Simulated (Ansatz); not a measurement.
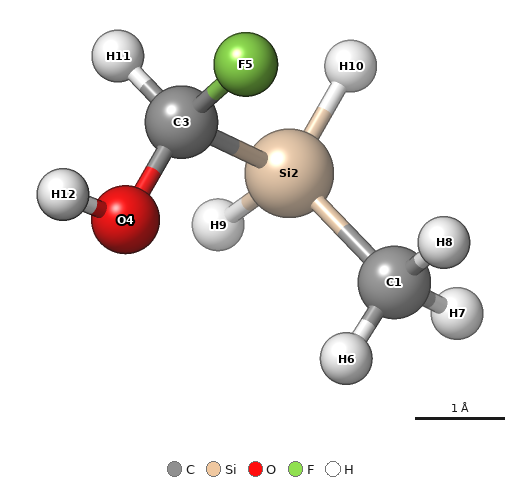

The structure (ball-and-stick view, seen at a tilt; atoms are numbered from 1 in the order of the input).

# Two runs on C2H7FOSi

System: C2H7FOSi, SMILES C[SiH2]C(O)F.
Method of the first run: RKS PBE-D4/def2-TZVPP (Ansatz 0.2.0).

The geometry comes from this level: PBE0-D4/def2-TZVP. Text and figures count atoms from 1; the logs count them from 0 in places.

### Input, the first run
```yaml
crystal:
  periodic: [false, false, false]
  atoms:
    - {symbol: C, position_ang: [-1.362680, -0.511424, -0.956995]}
    - {symbol: Si, position_ang: [-0.142500, -0.859060, 0.406458]}
    - {symbol: C, position_ang: [0.939063, 0.692025, 0.701261]}
    - {symbol: O, position_ang: [1.547803, 1.043555, -0.485581]}
    - {symbol: F, position_ang: [0.109779, 1.736629, 1.132228]}
    - {symbol: H, position_ang: [-0.835245, -0.254600, -1.877737]}
    - {symbol: H, position_ang: [-1.994774, -1.380876, -1.149656]}
    - {symbol: H, position_ang: [-2.004738, 0.328552, -0.684202]}
    - {symbol: H, position_ang: [0.772008, -1.982580, 0.066781]}
    - {symbol: H, position_ang: [-0.817619, -1.168291, 1.695097]}
    - {symbol: H, position_ang: [1.671160, 0.562452, 1.510094]}
    - {symbol: H, position_ang: [2.194645, 1.738317, -0.323648]}
basis:
  gaussian: {orbitals: def2-TZVPP}
hamiltonian: {xc: pbe, dispersion: d4}
output: {forces: true, orbitals: {seedname: orbitals}}
```

Command:
```bash
ansatz run in.yaml --threads 4 --pin off --events-out ev --progress --plain --max-ram 10444MiB
```

Hardware: 4 threads of Arm Neoverse V1, 23 GiB of memory available, shared host.

### Output (the first run)
```
Functional definition: PBE
  parameter kappa = 0.804
  parameter beta = 0.06672455060314922
  exchange = pbe_x(kappa = kappa, mu = beta*pi^2/3)
  correlation = pbe_c(beta = beta)
1368 factors; their error is unknown
mean field evaluation 1: about -14808.2715 eV, gradient 8.0e1 eV
mean field evaluation 2: about -14783.5640 eV, gradient 1.3e2 eV
mean field evaluation 4: about -14820.8763 eV, gradient 1.1e1 eV
mean field evaluation 8: about -14821.1164 eV, gradient 2.8e-1 eV
mean field evaluation 16: about -14821.0818 eV, gradient 5.0e-4 eV
mean field -14821.08181440 eV, -544.6647105893 hartree, gradient 5.0e-5 eV, S^2 0.000000; 0 other end points of the search recorded, 0 dependent functions left out
the calculation of the forces begins
reference -14821.08185789 eV, -544.6647121874 hartree; 25, 25 occupied and 239, 239 virtual orbitals, 1368 factors
Total energy: -14821.30346648 eV, -544.6728561529 hartree
Atom 0 at    -1.362680    -0.511424    -0.956995 Å, force     0.009517    -0.017362     0.016323 eV/Å
Atom 1 at    -0.142500    -0.859060     0.406458 Å, force     0.005590    -0.069523     0.019261 eV/Å
Atom 2 at     0.939063     0.692025     0.701261 Å, force     0.145100    -0.412768     0.095794 eV/Å
Atom 3 at     1.547803     1.043555    -0.485581 Å, force    -0.055901    -0.229296    -0.623785 eV/Å
Atom 4 at     0.109779     1.736629     1.132228 Å, force    -0.486763     0.554051     0.276754 eV/Å
Atom 5 at    -0.835245    -0.254600    -1.877737 Å, force     0.093115     0.049822    -0.177348 eV/Å
Atom 6 at    -1.994774    -1.380876    -1.149656 Å, force    -0.123068    -0.155987    -0.043838 eV/Å
Atom 7 at    -2.004738     0.328552    -0.684202 Å, force    -0.123820     0.159677     0.045586 eV/Å
Atom 8 at     0.772008    -1.982580     0.066781 Å, force     0.089477    -0.130938    -0.033639 eV/Å
Atom 9 at    -0.817619    -1.168291     1.695097 Å, force    -0.068180    -0.034372     0.134044 eV/Å
Atom 10 at     1.671160     0.562452     1.510094 Å, force     0.175771    -0.049310     0.207114 eV/Å
Atom 11 at     2.194645     1.738317    -0.323648 Å, force     0.339164     0.336005     0.083733 eV/Å
Dipole moment:     0.208503    -0.025637    -0.035621 e Å
```

The input of the second run differs as follows (lines with − go, lines with + come):
```diff
-hamiltonian: {xc: pbe, dispersion: d4}
+hamiltonian: {xc: {name: B3LYP}, dispersion: d4}
```

Predict how the results change.

The total energies belong to different models, so their difference says nothing on which is more stable or more accurate. The largest force goes from 0.788 to 0.489 eV/Å. The HOMO goes from −6.74 to −8.06 eV. The LUMO goes from −0.25 to 0.28 eV. The dipole moment goes from 1.02 to 1.09 D. On the same kind of shared host the second run took about 1.8 times as long.

### Output (the second run)
```
Functional definition: B3LYP
  parameter a0 = 0.2
  parameter ax = 0.72
  parameter ac = 0.81
  exchange = (1 - a0 - ax)*slater_x + ax*b88_x + a0*exact_x
  correlation = (1 - ac)*vwn_rpa_c + ac*lyp_c
1371 factors; their error is unknown
mean field evaluation 1: about -14824.1107 eV, gradient 7.1e1 eV
mean field evaluation 2: about -14815.3344 eV, gradient 9.4e1 eV
mean field evaluation 4: about -14833.7212 eV, gradient 5.6e0 eV
mean field evaluation 8: about -14833.7870 eV, gradient 4.7e-1 eV
mean field evaluation 16: about -14833.7873 eV, gradient 3.0e-5 eV
mean field -14833.78726965 eV, -545.1316274573 hartree, gradient 3.0e-5 eV, S^2 0.000000; 0 other end points of the search recorded, 0 dependent functions left out
the calculation of the forces begins
reference -14833.78754852 eV, -545.1316377056 hartree; 25, 25 occupied and 239, 239 virtual orbitals, 1371 factors
Total energy: -14834.14231653 eV, -545.1446751898 hartree
Atom 0 at    -1.362680    -0.511424    -0.956995 Å, force    -0.059818     0.019900    -0.073262 eV/Å
Atom 1 at    -0.142500    -0.859060     0.406458 Å, force     0.032373    -0.164572     0.122550 eV/Å
Atom 2 at     0.939063     0.692025     0.701261 Å, force     0.136603    -0.414491     0.220621 eV/Å
Atom 3 at     1.547803     1.043555    -0.485581 Å, force     0.163818     0.099413    -0.246515 eV/Å
Atom 4 at     0.109779     1.736629     1.132228 Å, force    -0.257333     0.329317     0.142411 eV/Å
Atom 5 at    -0.835245    -0.254600    -1.877737 Å, force    -0.044632    -0.010937     0.035844 eV/Å
Atom 6 at    -1.994774    -1.380876    -1.149656 Å, force     0.019997     0.049479    -0.004467 eV/Å
Atom 7 at    -2.004738     0.328552    -0.684202 Å, force     0.021783    -0.040995    -0.030094 eV/Å
Atom 8 at     0.772008    -1.982580     0.066781 Å, force    -0.057473     0.066584     0.021242 eV/Å
Atom 9 at    -0.817619    -1.168291     1.695097 Å, force     0.041073     0.016068    -0.080976 eV/Å
Atom 10 at     1.671160     0.562452     1.510094 Å, force    -0.036332     0.021048    -0.055919 eV/Å
Atom 11 at     2.194645     1.738317    -0.323648 Å, force     0.039940     0.029185    -0.051435 eV/Å
Dipole moment:     0.219685    -0.057920    -0.018774 e Å
```

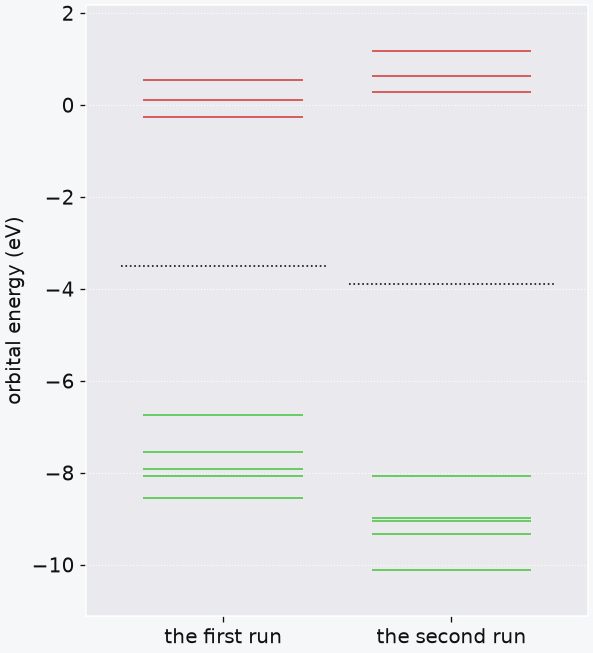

The five highest filled and three lowest empty orbital energies of the two runs; the dotted lines part filled from empty levels. The HOMO–LUMO gap is 6.49 eV in the first run and 8.34 eV in the second run.

### The two runs side by side

```tsv
quantity	the first run	the second run
outcome	converged	converged
total energy (hartree)	−544.672856	−545.144675
HOMO (eV)	−6.74	−8.06
LUMO (eV)	−0.25	0.28
dipole moment (D)	1.02	1.09
largest force (eV/Å)	0.788	0.489
basis functions	264	264
wall time (shared host)	2.5 s	4.6 s
```
